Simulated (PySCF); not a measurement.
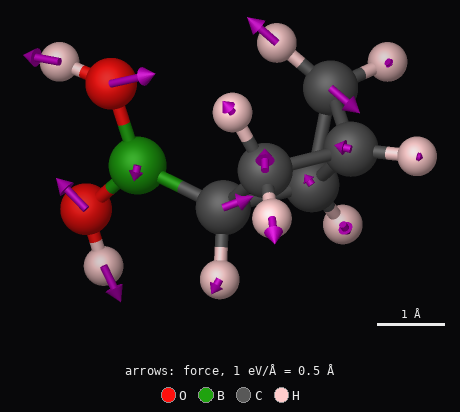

Starting geometry of C₅H₉BO₂ with the computed forces as purple arrows. A ball-and-stick model, seen at a tilt.

The start comes from GFN2-xTB. Its atoms were then displaced at random by about 0.01 Å.

Level of theory: PBE0-D3(BJ)/def2-SVP geometry optimisation, gas phase (PySCF 2.14.0, density-fitted response routines). 

Is this structure relaxed? If not, where do the atoms go?

Answer. It isn't relaxed: the largest force vector, on an O atom, is 1.77 eV/Å. The final displacements have little in common with the starting forces (cosine between the two patterns 0.08). The energy falls by 0.155 eV in 11 geometry steps. An H atom moves most after the best rigid fit: 0.44 Å. By element the largest moves are H 0.44 Å, O 0.28 Å, C 0.10 Å, B 0.04 Å. Near-neighbour distances that change, for instance: C–H 1.064 → 1.096 Å, H–O 0.938 → 0.961 Å, B–O 1.355 → 1.369 Å, C–H 1.089 → 1.103 Å. Among the angles between lasting bonds that change: B–O–H 117.4° → 111.3°, B–O–H 118.2° → 112.8°, C–C–H 107.2° → 110.5°. Cost: 2.4 min on 1 thread of Arm Neoverse V1 (shared host).
